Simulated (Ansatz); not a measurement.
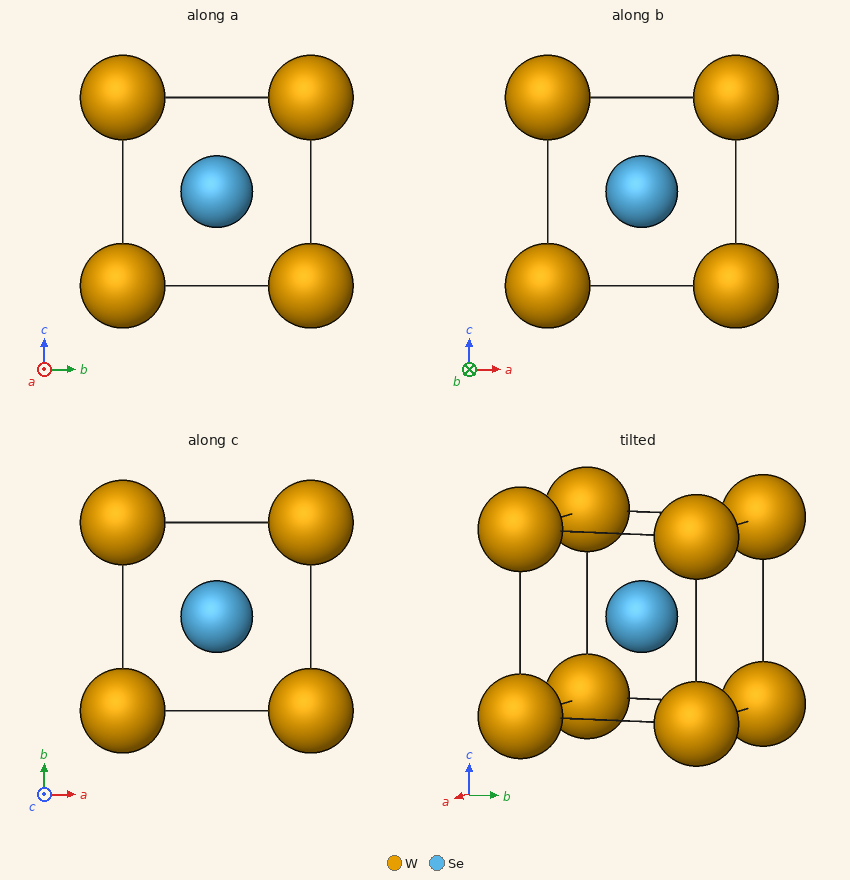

The structure above is drawn in spheres-only style and viewed along the a axis, along the b axis, along the c axis and slightly off an axis. The lines enclose the conventional unit cell; boundary atoms appear with their images.

Lattice parameters: a = 3.112 Å, b = 3.112 Å, c = 3.112 Å, α = 90.00°, β = 90.00°, γ = 90.00°. Put a along x and b in the xy plane.

**Convert the drawing into a POSCAR file.**

```
W Se
1.0
     3.112    0.000    0.000
     0.000    3.112    0.000
     0.000    0.000    3.112
W Se
1 1
Direct
  0.0000 0.0000 0.0000
  0.5000 0.5000 0.5000
```

Provenance: a structure type filled with these elements by a generator (whether the compound takes this form wasn't checked). Earlier steps of the study, as a rule a relaxation of our own, may have changed the cell and positions, so they can lie some per cent off the listed ones. A calculation with Ansatz used it as input.
